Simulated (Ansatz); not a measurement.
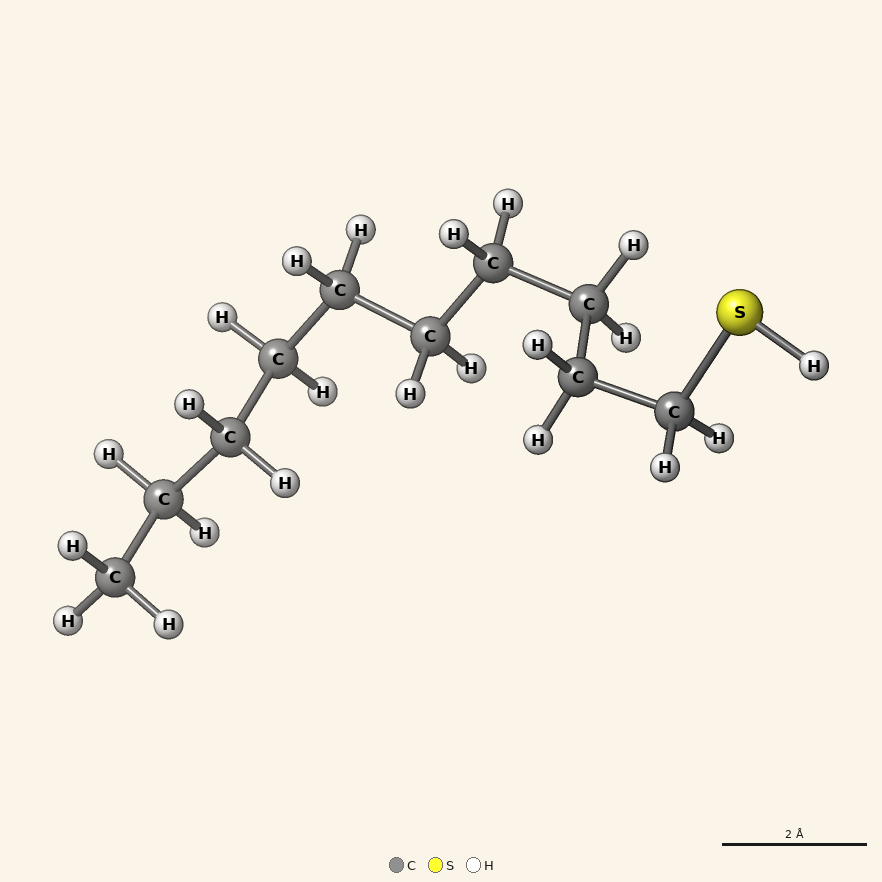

The structure as it stands in the input.

Ansatz 0.2.0 input:

```yaml
crystal:
  periodic: [false, false, false]
  atoms:
    - {symbol: C, position_ang: [0.134240, 3.145950, 3.749950]}
    - {symbol: C, position_ang: [-0.169180, 3.415140, 2.281140]}
    - {symbol: C, position_ang: [0.327680, 2.286700, 1.380220]}
    - {symbol: C, position_ang: [0.031130, 2.563780, -0.092020]}
    - {symbol: C, position_ang: [0.607560, 1.511340, -1.039810]}
    - {symbol: C, position_ang: [-0.079920, 0.151760, -0.930040]}
    - {symbol: C, position_ang: [0.456750, -0.831150, -1.968980]}
    - {symbol: C, position_ang: [-0.280100, -2.169630, -1.979210]}
    - {symbol: C, position_ang: [-0.033440, -3.004900, -0.724830]}
    - {symbol: C, position_ang: [-0.701510, -4.367670, -0.804910]}
    - {symbol: S, position_ang: [0.062040, -5.385100, -2.134100]}
    - {symbol: H, position_ang: [1.206360, 3.045730, 3.905460]}
    - {symbol: H, position_ang: [-0.227750, 3.961180, 4.372230]}
    - {symbol: H, position_ang: [-0.345570, 2.225810, 4.076880]}
    - {symbol: H, position_ang: [0.304300, 4.352450, 1.979640]}
    - {symbol: H, position_ang: [-1.247290, 3.533060, 2.148800]}
    - {symbol: H, position_ang: [1.405700, 2.168090, 1.513960]}
    - {symbol: H, position_ang: [-0.150200, 1.354270, 1.686040]}
    - {symbol: H, position_ang: [0.454190, 3.536990, -0.354210]}
    - {symbol: H, position_ang: [-1.050040, 2.626470, -0.237660]}
    - {symbol: H, position_ang: [1.675360, 1.392850, -0.841080]}
    - {symbol: H, position_ang: [0.502960, 1.872900, -2.066040]}
    - {symbol: H, position_ang: [-1.155010, 0.280660, -1.078490]}
    - {symbol: H, position_ang: [0.075430, -0.253160, 0.070120]}
    - {symbol: H, position_ang: [0.363280, -0.378620, -2.959200]}
    - {symbol: H, position_ang: [1.519740, -1.005880, -1.787490]}
    - {symbol: H, position_ang: [-1.352900, -1.992300, -2.090040]}
    - {symbol: H, position_ang: [0.052820, -2.745100, -2.846180]}
    - {symbol: H, position_ang: [1.041300, -3.141110, -0.584360]}
    - {symbol: H, position_ang: [-0.427810, -2.489330, 0.153650]}
    - {symbol: H, position_ang: [-1.762560, -4.268960, -1.036200]}
    - {symbol: H, position_ang: [-0.576660, -4.915950, 0.128850]}
    - {symbol: H, position_ang: [-0.660870, -6.476240, -1.892080]}
basis:
  gaussian: {orbitals: def2-SVP}
hamiltonian: {xc: pbe, dispersion: d4}
relax: {f_tol: 0.03, max_steps: 200}
```

It was started with:

```sh
ansatz run in.yaml --threads 11 --pin off --events-out ev --progress --plain --max-ram 174080MiB --backend cuda --devices 0, --max-vram 75GiB
```

Result (its end):

```
3061 factors; their error is unknown
mean field -21534.05674979 eV, -791.3619892470 hartree, gradient 3.6e-5 eV, S^2 0.000000; 1 other end points of the search recorded, 0 dependent functions left out
the calculation of the forces begins
reference -21534.05680620 eV, -791.3619913200 hartree; 49, 49 occupied and 219, 219 virtual orbitals, 3061 factors
Total energy: -21534.81668060 eV, -791.3899161891 hartree
Atom 0 at     0.118243     3.147502     3.799666 Å, force    -0.000789     0.000766    -0.000524 eV/Å
Atom 1 at    -0.165102     3.420457     2.322059 Å, force     0.002492    -0.002989     0.000084 eV/Å
Atom 2 at     0.330422     2.312791     1.386581 Å, force    -0.001444     0.001194    -0.001520 eV/Å
Atom 3 at     0.060859     2.596564    -0.094996 Å, force    -0.001507     0.001599     0.002281 eV/Å
Atom 4 at     0.599620     1.539583    -1.067735 Å, force     0.000785    -0.002627    -0.001449 eV/Å
Atom 5 at    -0.072653     0.165398    -0.970658 Å, force     0.001183    -0.000290    -0.000421 eV/Å
Atom 6 at     0.442933    -0.831741    -2.014601 Å, force     0.002197     0.003940     0.001378 eV/Å
Atom 7 at    -0.261096    -2.194080    -2.019614 Å, force    -0.002456    -0.007509    -0.001195 eV/Å
Atom 8 at    -0.044851    -3.027670    -0.750652 Å, force    -0.001621     0.007934     0.001485 eV/Å
Atom 9 at    -0.700590    -4.409144    -0.782252 Å, force     0.007668    -0.001914    -0.004603 eV/Å
Atom 10 at     0.066872    -5.455711    -2.096153 Å, force    -0.003716    -0.009188     0.007946 eV/Å
Atom 11 at     1.207183     3.038906     3.987962 Å, force    -0.001925    -0.001068     0.001345 eV/Å
Atom 12 at    -0.252062     3.966902     4.448654 Å, force     0.000467    -0.003515     0.000066 eV/Å
Atom 13 at    -0.367985     2.208155     4.137676 Å, force     0.000257    -0.000009     0.000376 eV/Å
Atom 14 at     0.303388     4.385066     2.023083 Å, force    -0.001750    -0.000716     0.000515 eV/Å
Atom 15 at    -1.258709     3.562239     2.169800 Å, force     0.002317     0.001466    -0.000213 eV/Å
Atom 16 at     1.424828     2.165914     1.537210 Å, force    -0.000127    -0.001782     0.001423 eV/Å
Atom 17 at    -0.143558     1.350524     1.683665 Å, force     0.001534    -0.000605    -0.000101 eV/Å
Atom 18 at     0.505857     3.582979    -0.353499 Å, force    -0.000957     0.000680    -0.000216 eV/Å
Atom 19 at    -1.036005     2.714158    -0.251580 Å, force     0.000959     0.001157    -0.000938 eV/Å
Atom 20 at     1.696504     1.421448    -0.912153 Å, force    -0.001263     0.001791    -0.001675 eV/Å
Atom 21 at     0.485671     1.916492    -2.108334 Å, force     0.001253     0.000969    -0.000827 eV/Å
Atom 22 at    -1.173650     0.287681    -1.093703 Å, force    -0.001143    -0.000159     0.001070 eV/Å
Atom 23 at     0.071834    -0.249854     0.050534 Å, force    -0.002463     0.000615    -0.001613 eV/Å
Atom 24 at     0.341116    -0.374079    -3.023394 Å, force     0.000743    -0.000889    -0.000681 eV/Å
Atom 25 at     1.536574    -0.984043    -1.866622 Å, force    -0.001616    -0.000825    -0.002422 eV/Å
Atom 26 at    -1.354596    -2.047022    -2.173765 Å, force     0.000379     0.003169    -0.003498 eV/Å
Atom 27 at     0.087082    -2.779730    -2.897409 Å, force    -0.002831     0.000527     0.001116 eV/Å
Atom 28 at     1.046227    -3.144771    -0.562731 Å, force     0.000392    -0.000643     0.002864 eV/Å
Atom 29 at    -0.451085    -2.488191     0.132552 Å, force     0.003305     0.000423     0.000304 eV/Å
Atom 30 at    -1.788587    -4.314428    -0.982815 Å, force    -0.002054     0.002616     0.003587 eV/Å
Atom 31 at    -0.572201    -4.915720     0.195334 Å, force    -0.002484     0.002669     0.001075 eV/Å
Atom 32 at    -0.682453    -6.566545    -1.852100 Å, force     0.004214     0.003212    -0.005020 eV/Å
Dipole moment:    -0.198126     0.067984     0.218683 e Å
```
